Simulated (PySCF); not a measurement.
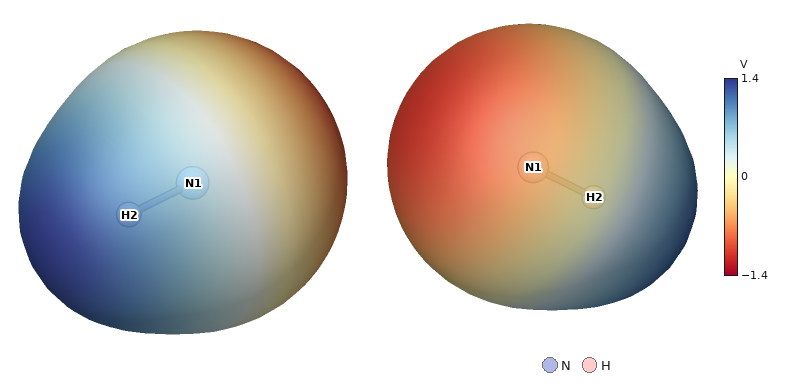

Figure 1: HN, triplet, SMILES `[NH]`. Electrostatic potential on the surface of electron density 0.001 a.u. (back view left, front view right).

Computed with PySCF, PBE0/def2-SVPD, geometry: GFN2-xTB. No frequency check shows the geometry to be a minimum. The stability of the open-shell solution wasn't checked. GFN2-xTB doesn't know the spin state, so this open-shell geometry is rough.

Input

```python
import numpy as np
from pyscf import gto, scf, dft
from pyscf.scf import atom_ks, atom_hf
from scipy.linalg import block_diag

def solve(mol, dm0=None, hcore=None):
    mf = (dft.UKS if mol.spin else dft.RKS)(mol, xc='pbe0')
    mf.grids.level = 3
    mf = mf.density_fit(auxbasis='def2-universal-jkfit')
    mf.conv_tol, mf.max_cycle = 1e-8, 80
    if hcore is not None:
        mf.get_hcore = lambda *args: hcore
    mf.kernel(dm0)
    if not mf.converged:
        mf = mf.newton().run(mf.mo_coeff, mf.mo_occ, max_cycle=30)
    assert mf.converged, 'SCF not converged'
    return mf

mol = gto.M(atom='''
N      0.12796     0.00000     0.00000
H     -0.89571     0.00000     0.00000
''', basis='def2-svpd', charge=0, spin=2, verbose=4)
mf = solve(mol)
mf.analyze()
# spherically averaged free atoms, for the promolecule
atm = atom_ks.get_atm_nrks(mol, xc='pbe0')
pro = block_diag(*[(atm[a[0]][2] * atm[a[0]][3]) @ atm[a[0]][2].T for a in mol._atom])
np.savez('result.npz', e=mf.e_tot, c=mf.mo_coeff, occ=mf.mo_occ, eps=mf.mo_energy, pro=pro, dip=mf.dip_moment(verbose=0), s2=mf.spin_square()[0])
```

Launched as:

```sh
OMP_NUM_THREADS=1 python input.py
```

The run took 2.2 s on 1 thread of Arm Neoverse V1, on a shared host, peak memory 0.17 GiB.

Partitions, critical points and surface values were worked out afterwards from this run's density.

Where are the extremes of the potential on the surface?

Highest: 1.37 V, 1.3 Å from H2. Lowest: −1.12 V, 1.9 Å from N1. The surface is sampled at points, so like sites can differ by a few per cent and only the strongest of them is named.

What volume does the surface enclose, and what is the dipole moment?

About 29 Å³; the dipole moment is 1.5 D.
